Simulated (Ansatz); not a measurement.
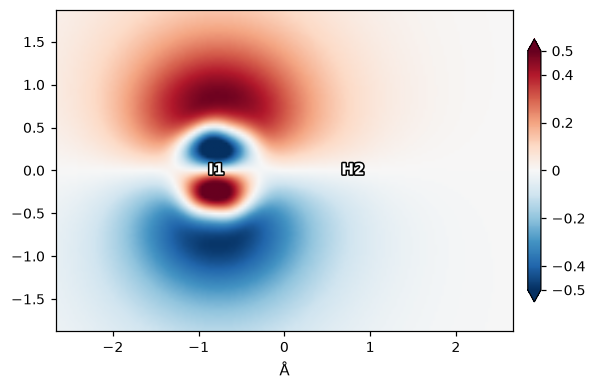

The picture shows: HI. The HOMO on a plane that holds the molecular axis (values in Å⁻³ᐟ²; the overall sign is arbitrary).

Geometry: displaced from a GFN2-xTB structure; core potentials replace the inner electrons of I.

Method: RKS PBE0-D4/def2-TZVPP (Ansatz).

**Where does this orbital lie, and at what energy?**

By Hirshfeld shares it lies mainly on I1 (about 95 %); it vanishes on the molecular axis (π type). It is one of a degenerate set, so its orientation is arbitrary. Its energy is −7.94 eV.
